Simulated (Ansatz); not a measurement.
# One shape, several levels: AlH2O (SMILES [O][AlH2])

We compute a comparison of 6 runs (UHF/STO-3G, U-wB97X/STO-3G, UB2PLYP/STO-3G, UBLYP/STO-3G, UCAM-B3LYP/STO-3G, USVWN5/STO-3G) of AlH2O. 

Program for the calculation: Ansatz 0.2.0.

51 further runs of the same task are left out: 1 that didn't finish, 50 set aside as unsound or not needed.

## 1. The molecule

AlH2O: 4 atoms, total charge 0, spin state doublet. As SMILES, `[O][AlH2]`. The H3–Al2 distance was set to 3.157 Å, away from the relaxed value. At this shape a bond of the SMILES string is far longer than usual.

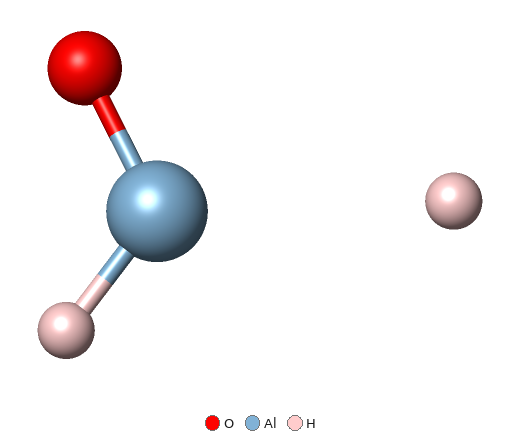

The structure, seen from a chosen angle (oxygen red, aluminium light blue, hydrogen pink).

## 2. A single-point energy at UHF/STO-3G (run 1)

run.yaml

```yaml
crystal:
  periodic: [false, false, false]
  atoms:
    - {symbol: O, position_ang: [1.223477, -0.465608, 2.396980]}
    - {symbol: Al, position_ang: [1.172177, 0.420592, 0.915180]}
    - {symbol: H, position_ang: [-1.149600, -0.360800, -1.076000]}
    - {symbol: H, position_ang: [2.291977, 1.517492, 0.730280]}
basis:
  gaussian: {orbitals: STO-3G}
magnetization: {spin_polarized: true, initial_magnetization: 1}
hamiltonian: {xc: hf}
accuracy: high
```

Run with:

```
$ ansatz run run.yaml --threads 1 --pin off --max-ram 2610MiB --events-out events.jsonl --progress --plain --runs-dir runs
```

The log of the run:

```text
Warning: RAYON_NUM_THREADS=1 ignored (pool sized by the plan → 1); use --threads N
Functional definition: HF
  name "HF"
  exchange = exact_x
  correlation = 0
265 factors; integrals over basis functions are off by at most 2.5e-8 eV
mean field evaluation 1: about -8527.8086 eV, gradient 2.8e1 eV
mean field evaluation 2: about -8527.8166 eV, gradient 2.8e1 eV
mean field evaluation 4: about -8537.0112 eV, gradient 7.2e0 eV
mean field evaluation 8: about -8537.6824 eV, gradient 1.2e0 eV
mean field evaluation 16: about -8540.0716 eV, gradient 2.0e-3 eV
mean field evaluation 32: about -8539.8405 eV, gradient 1.5e-1 eV
mean field evaluation 64: about -8540.0649 eV, gradient 4.2e-1 eV
mean field evaluation 96: about -8539.6285 eV, gradient 3.3e0 eV
mean field evaluation 128: about -8540.0338 eV, gradient 6.5e-1 eV
mean field evaluation 160: about -8539.7966 eV, gradient 1.2e0 eV
mean field evaluation 192: about -8532.9566 eV, gradient 8.2e0 eV
mean field evaluation 224: about -8537.6817 eV, gradient 1.9e-2 eV
mean field -8540.06948890 eV, -313.8417650501 hartree, gradient 2.7e-8 eV, S^2 1.659888; 7 other end points of the search recorded, 0 dependent functions left out
reference -8540.06948890 eV, -313.8417650501 hartree; 12, 11 occupied and 4, 5 virtual orbitals, 265 factors
Total energy: -8540.06948890 eV, -313.8417650501 hartree
```

It took 0.28 s on 1 thread of Arm Neoverse V1, shared host.

## 3. The energy at U-wB97X/STO-3G (run 2)

molecule.yaml

```yaml
crystal:
  periodic: [false, false, false]
  atoms:
    - {symbol: O, position_ang: [1.223477, -0.465608, 2.396980]}
    - {symbol: Al, position_ang: [1.172177, 0.420592, 0.915180]}
    - {symbol: H, position_ang: [-1.149600, -0.360800, -1.076000]}
    - {symbol: H, position_ang: [2.291977, 1.517492, 0.730280]}
basis:
  gaussian: {orbitals: STO-3G}
magnetization: {spin_polarized: true, initial_magnetization: 1}
hamiltonian: {xc: {name: wB97X}}
accuracy: high
```

Run with:

```
$ ansatz run molecule.yaml --threads 1 --pin off --max-ram 2610MiB --events-out events.jsonl --progress --plain --runs-dir runs
```

The log of the run:

```text
Warning: RAYON_NUM_THREADS=1 ignored (pool sized by the plan → 1); use --threads N
Functional definition: wB97X
  name "wB97X"
  parameter omega = 0.3/bohr
  parameter cx = 0.157706
  parameter cx1 = 0.726479
  parameter cx2 = 1.04760
  parameter cx3 = -5.70635
  parameter cx4 = 13.2794
  parameter css1 = -4.33879
  parameter css2 = 18.2308
  parameter css3 = -31.7430
  parameter css4 = 17.2901
  parameter cos1 = 2.37031
  parameter cos2 = -11.3995
  parameter cos3 = 6.58405
  parameter cos4 = -3.78132
  exchange = spin_sum(e_x_unif_sr(omega)*poly(b97_u_x, 1 - cx, cx1, cx2, cx3, cx4)) + cx*exact_x_sr(omega)
      + exact_x_lr(omega)
  correlation = spin_sum(e_c_pw_same_spin*poly(b97_u_same, 1, css1, css2, css3, css4))
      + integral(e_c_pw_opposite_spin*poly(b97_u_opposite, 1, cos1, cos2, cos3, cos4))
265 factors; integrals over basis functions are off by at most 2.5e-8 eV
119 factors; integrals over basis functions are off by at most 8.3e-10 eV
mean field evaluation 1: about -8549.5953 eV, gradient 3.1e1 eV
mean field evaluation 2: about -8467.3795 eV, gradient 1.0e2 eV
mean field evaluation 4: about -8560.5743 eV, gradient 5.0e0 eV
mean field evaluation 8: about -8560.7368 eV, gradient 3.0e-1 eV
mean field evaluation 16: about -8561.1227 eV, gradient 3.9e-7 eV
mean field evaluation 32: about -8560.5616 eV, gradient 1.1e-2 eV
mean field evaluation 64: about -8560.5616 eV, gradient 1.1e-2 eV
mean field evaluation 96: about -8561.0350 eV, gradient 4.8e-3 eV
mean field -8561.12266570 eV, -314.6154550273 hartree, gradient 2.3e-8 eV, S^2 1.408932; 6 other end points of the search recorded, 0 dependent functions left out
reference -8561.12266474 eV, -314.6154549920 hartree; 12, 11 occupied and 4, 5 virtual orbitals, 265 factors
Total energy: -8561.12266474 eV, -314.6154549920 hartree
```

Wall time 31 s (1 thread of Arm Neoverse V1, shared host); peak memory 0.35 GiB.

Run 3 isn't shown in full; the table further down has it.

## 4. A single-point energy at UBLYP/STO-3G (run 4)

job.yaml

```yaml
crystal:
  periodic: [false, false, false]
  atoms:
    - symbol: O
      position_ang: [1.223477, -0.465608, 2.396980]
    - symbol: Al
      position_ang: [1.172177, 0.420592, 0.915180]
    - symbol: H
      position_ang: [-1.149600, -0.360800, -1.076000]
    - symbol: H
      position_ang: [2.291977, 1.517492, 0.730280]
basis:
  gaussian:
    orbitals: STO-3G
total_charge: 0
magnetization:
  spin_polarized: true
  initial_magnetization: 1
accuracy: high
hamiltonian:
  xc: {name: BLYP}
```

Run with:

```
$ ansatz run job.yaml --threads 1 --pin off --max-ram 2610MiB --events-out events.jsonl --progress --plain --runs-dir runs
```

The log of the run:

```text
Warning: RAYON_NUM_THREADS=1 ignored (pool sized by the plan → 1); use --threads N
Functional definition: BLYP
  name "BLYP"
  parameter beta = 0.0042
  parameter a = 0.04918
  parameter b = 0.132
  parameter c = 0.2533
  parameter d = 0.349
  exchange = b88_x(beta = beta)
  correlation = lyp_c(a = a, b = b, c = c, d = d)
265 factors; integrals over basis functions are off by at most 2.5e-8 eV
mean field evaluation 1: about -8550.7011 eV, gradient 3.3e1 eV
mean field evaluation 2: about -8382.3511 eV, gradient 1.1e2 eV
mean field evaluation 4: about -8554.8010 eV, gradient 1.9e1 eV
mean field evaluation 8: about -8559.0184 eV, gradient 1.2e1 eV
mean field evaluation 16: about -8561.1367 eV, gradient 1.4e-1 eV
mean field evaluation 32: about -8556.3793 eV, gradient 1.5e1 eV
mean field -8561.13682030 eV, -314.6159751990 hartree, gradient 2.3e-8 eV, S^2 0.973305; 3 other end points of the search recorded, 0 dependent functions left out
reference -8561.13685633 eV, -314.6159765232 hartree; 12, 11 occupied and 4, 5 virtual orbitals, 265 factors
Total energy: -8561.13685633 eV, -314.6159765232 hartree
```

Run time: 1.6 s. Hardware: 1 thread of Arm Neoverse V1, shared host; peak memory 0.12 GiB.

Run 5 isn't shown in full; the table further down has it.

## 5. The energy at USVWN5/STO-3G (run 6)

Edit molecule.yaml of step 3 so:

```diff
@@ -10,3 +10,3 @@
 magnetization: {spin_polarized: true, initial_magnetization: 1}
-hamiltonian: {xc: {name: wB97X}}
+hamiltonian: {xc: {name: SVWN5}}
 accuracy: high
```

Run with:

```
$ ansatz run molecule.yaml --threads 1 --pin off --max-ram 2610MiB --events-out events.jsonl --progress --plain --runs-dir runs
```

The log of the run:

```text
Warning: RAYON_NUM_THREADS=1 ignored (pool sized by the plan → 1); use --threads N
Functional definition: SVWN5
  name "SVWN5"
  exchange = slater_x
  correlation = vwn5_c
265 factors; integrals over basis functions are off by at most 2.5e-8 eV
mean field evaluation 1: about -8505.1550 eV, gradient 3.4e1 eV
mean field evaluation 2: about -8328.4600 eV, gradient 1.1e2 eV
mean field evaluation 4: about -8516.3717 eV, gradient 8.7e0 eV
mean field evaluation 8: about -8517.0623 eV, gradient 5.7e-1 eV
mean field evaluation 16: about -8517.0333 eV, gradient 9.0e-4 eV
mean field evaluation 32: about -8516.4648 eV, gradient 6.1e0 eV
mean field -8517.03327881 eV, -312.9951999439 hartree, gradient 2.7e-8 eV, S^2 0.862822; 6 other end points of the search recorded, 0 dependent functions left out
reference -8517.03328049 eV, -312.9952000054 hartree; 12, 11 occupied and 4, 5 virtual orbitals, 265 factors
Total energy: -8517.03328049 eV, -312.9952000054 hartree
```

Run time: 1.1 s. Hardware: 1 thread of Arm Neoverse V1, shared host; peak memory 0.1 GiB.

## 6. The series

```csv
run,level,frozen core orbitals,energy (Eh),⟨S²⟩,wall time
1,UHF/STO-3G,–,-313.841765,1.660,0.28 s
2,U-wB97X/STO-3G,–,-314.615455,1.409,31 s
3,UB2PLYP/STO-3G,6,-314.420711,1.534,5.7 s
4,UBLYP/STO-3G,–,-314.615977,0.973,1.6 s
5,UCAM-B3LYP/STO-3G,–,-314.588994,1.366,6 s
6,USVWN5/STO-3G,–,-312.995200,0.863,1.1 s
```

## 7. Summary of results

| quantity | value |
| --- | --- |
| run 6: total energy | -312.99520 Eh |
| run 6: ⟨S²⟩ | 0.863 |

In words: Totals of different functionals can't be ranked against each other. In runs 1, 2, 3, 4, 5, 6 the basis is minimal, so the values are rough. Spin contamination of the reference: run 1 ⟨S²⟩ = 1.66, run 3 ⟨S²⟩ = 1.53, run 2 ⟨S²⟩ = 1.41, run 5 ⟨S²⟩ = 1.37, run 4 ⟨S²⟩ = 0.97, run 6 ⟨S²⟩ = 0.86. Where it is this large, the reference is a mixture of spin states, and values that rest on it are in doubt. All runs together took 46 s, the longest 31 s.
